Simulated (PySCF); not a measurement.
## Run report: AsH6 (charge −1), frequency calculation

AsH6, charge −1, computed with RKS-based PBE0, As def2-TZVPD, H def2-TZVPD; non-relativistic Hamiltonian; density fitting (PySCF 2.14.0).

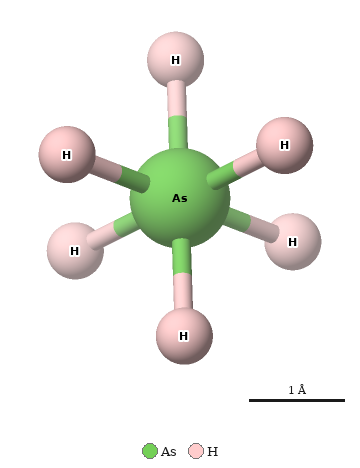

The input geometry (ball-and-stick view, seen at a tilt).

**The input**
```python
from pyscf import gto, scf, dft
mol = gto.M(atom='''
As     0.000000     0.000000     0.000000
H      0.000000     0.000000     1.620832
H      0.000000     0.000000    -1.620832
H      1.620832     0.000000     0.000000
H      0.000000     1.620832     0.000000
H     -1.620832     0.000000     0.000000
H      0.000000    -1.620832     0.000000''',
    basis={'As': 'def2-TZVPD', 'H': 'def2-TZVPD'},
    charge=-1, spin=0)
mf = dft.RKS(mol, xc='PBE0')
mf.grids.atom_grid = (75, 302)
aux = {'As': 'def2-universal-JKFIT', 'H': 'def2-universal-JKFIT'}
mf = mf.density_fit(auxbasis=aux)
mf.conv_tol = 1e-09
mf.diis_space = 10
mf.max_cycle = 60
mf.verbose = 4
mf.kernel()
```

The script is an equivalent of the set-up of the self-consistent field. The run itself was carried out by a driver, which started from the orbitals of the step before it where there was one and computed the further properties.

Command:
```bash
OMP_NUM_THREADS=2 python axn.py task.json out
```

**What the program printed**
```
init E= -2239.05744775841
  HOMO = -0.0190902566641048  LUMO = 0.137684415294557  gap/eV = 4.26606
cycle= 1 E= -2239.05744775842  delta_E= -9.09e-12  |g|= 1.91e-06  |ddm|= 2.41e-06
  HOMO = -0.0190905128749136  LUMO = 0.137684246069863  gap/eV = 4.26606
Extra cycle  E= -2239.05744775841  delta_E= 1.36e-11  |g|= 2.41e-06  |ddm|= 2.75e-06
converged SCF energy = -2239.05744775841
```

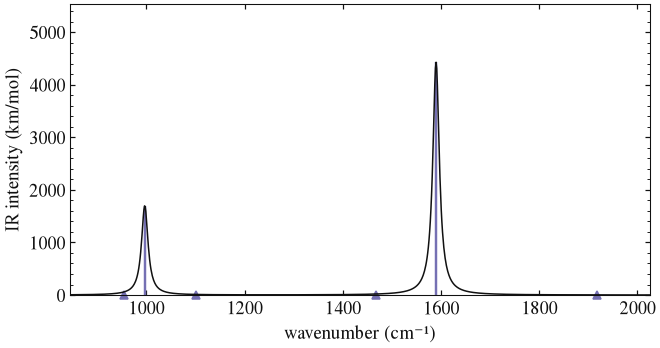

Harmonic infrared spectrum, unscaled: sticks (degenerate modes added up, dark ones marked on the axis) with a Lorentzian envelope of 16 cm⁻¹ full width, scaled to the tallest stick. 15 modes from 954 to 1917 cm⁻¹, none imaginary. The strongest line is at 1590 cm⁻¹ (4426 km/mol). All modes, in cm⁻¹ (km/mol): 954 (0.0), 954 (0.0), 954 (0.0), 997 (567), 997 (567), 997 (567), 1101 (0.0), 1101 (0.0), 1101 (0.0), 1467 (0.0), 1467 (0.0), 1590 (1475), 1590 (1475), 1590 (1475), 1917 (0.0).

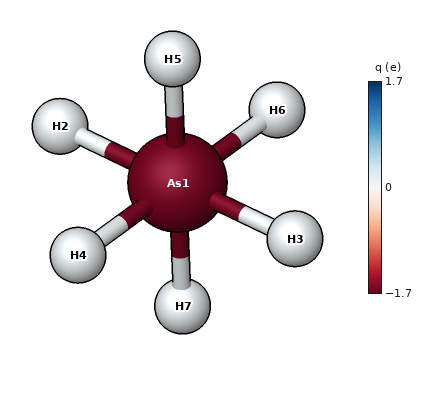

Mulliken charges, as the colour of each atom (ball-and-stick view, seen at a tilt; atoms are numbered from 1 in the order of the input). By element: As −1.59 and H +0.10 e.

**Results in brief**

- outcome: converged
- total energy: −2239.057448 hartree
- HOMO: −0.52 eV
- LUMO: 3.75 eV
- zero-point energy: 0.042781 hartree
- wavenumbers, lowest and highest: 954 and 1917 cm⁻¹
- hardware: 2 threads of Arm Neoverse N1, 98 GiB of memory available, shared host
- wall time: 56 s (CPU time 80 s)
- peak memory: 1.8 GiB
